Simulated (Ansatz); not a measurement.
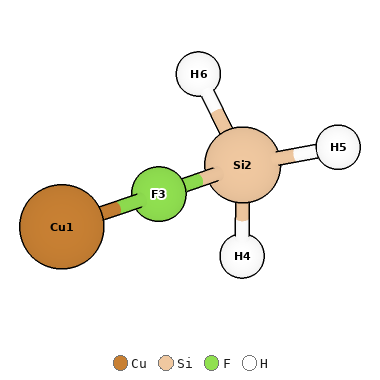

The system is CuFH₃Si, charge +1; the picture shows the reference structure. 
- The turn is about an axis along (−0.92, −0.38, −0.03) in the frame of the relaxed pair, normal to the line between the partners.
- Coordinates scanned: (1) distance F3···Cu1; (2) turn of Cu1 about F3.
- Grid: 9 × 9 points.
- All energies are given in eV relative to the lowest grid point.
- Method: RKS B3LYP-D4/def2-TZVPD in Ansatz.

Its coordinates:

```xyz
6

Cu    0.0914    0.0263   -2.9375
Si   -0.0225   -0.0061    0.7223
F     0.0306    0.0033   -0.9767
H     0.7284   -1.2149    1.0812
H    -1.4586   -0.0640    1.0191
H     0.6307    1.2553    1.0916
```

Range: distance F3···Cu1 from 1.648 to 3.648 Å; turn of Cu1 about F3 from −60 to 60°.

Q: What will the energy surface look like?

A: The lowest grid point is at distance F3···Cu1 = 1.935 Å, turn of Cu1 about F3 = 0°. The highest grid point, distance F3···Cu1 = 3.648 Å, turn of Cu1 about F3 = −60°, lies 1.11 eV above the lowest.

```
turn of Cu1 about F3 ↓, distance F3···Cu1 →  1.648  1.757  1.935  2.155  2.406  2.684  2.985  3.307  3.648
                                         60   0.89   0.40   0.14   0.18   0.38   0.62   0.83   0.99   1.10
                                         45   0.76   0.30   0.06   0.12   0.34   0.58   0.79   0.95   1.07
                                         30   0.69   0.24   0.02   0.09   0.31   0.56   0.76   0.92   1.04
                                         15   0.66   0.22   0.00   0.08   0.30   0.55   0.75   0.91   1.03
                                          0   0.66   0.21   0.00   0.08   0.30   0.54   0.75   0.91   1.02
                                        −15   0.66   0.22   0.00   0.08   0.30   0.55   0.75   0.91   1.03
                                        −30   0.69   0.24   0.02   0.09   0.31   0.56   0.77   0.93   1.04
                                        −45   0.76   0.30   0.06   0.13   0.34   0.58   0.79   0.95   1.07
                                        −60   0.90   0.41   0.15   0.20   0.40   0.63   0.84   1.00   1.11
```

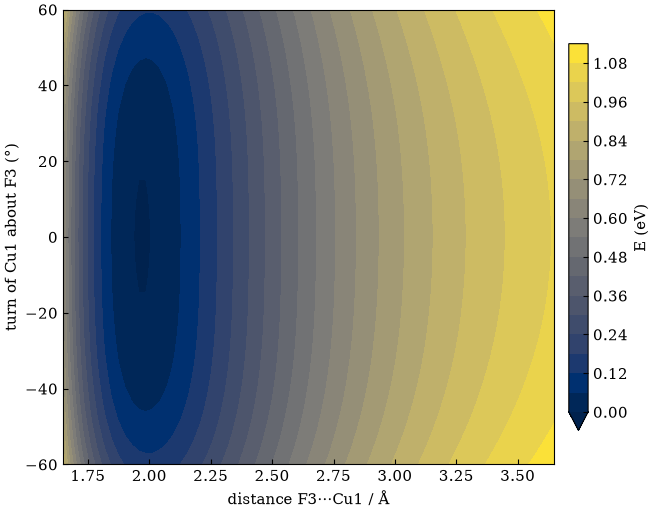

The picture shows filled contours. Between grid points the surface is interpolated.

Each point was launched as `ansatz run input.yaml --threads 1 --pin off --max-ram 2560MiB --backend cpu --events-out ev --progress --plain --runs-dir out`. The whole map (81 points run) took 13 min on 1 thread of Arm Neoverse V1 (shared host).
